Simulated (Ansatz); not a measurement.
## Profile along the Lu–Lu line in Lu (hcp, Mg type)

Lu (hcp, Mg type)

```
Lu
1.0
    3.50429     0.00000     0.00000
   -1.75215     3.03481     0.00000
    0.00000     0.00000     5.45222
Lu
2
Direct
  0.33333   0.66667   0.75000
  0.66667   0.33333   0.25000
```

Fields along a shortest Lu–Lu line of a (0001) plane (3.50 Å), from Lu to Lu, interpolated on the slice's grid (step about 0.2 Å). These are r2SCAN (plane waves to 500 eV, PAW, scalar-relativistic; Ansatz, a program for electronic structure) values and carry that method's errors. k mesh 15×15×9. Near the nuclei the fields are pseudised (PAW); where an atom keeps semicore shells as valence, they peak there. Lu is run without spin polarisation. Lu was relaxed with its symmetry unable to fall.

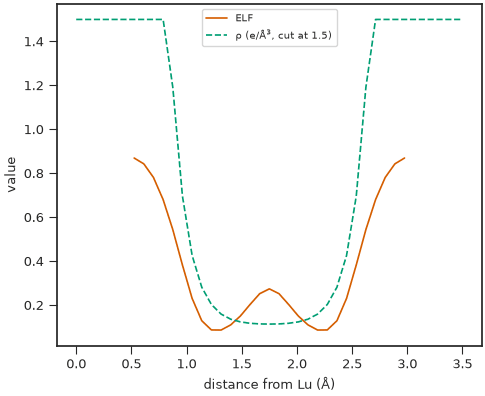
Fig. 1. ELF (away from the nuclei) and valence density from Lu to Lu.

Density on the Lu–Lu line (3.50 Å) at its midpoint: 0.11 e/Å³. ELF at that point: 0.27.
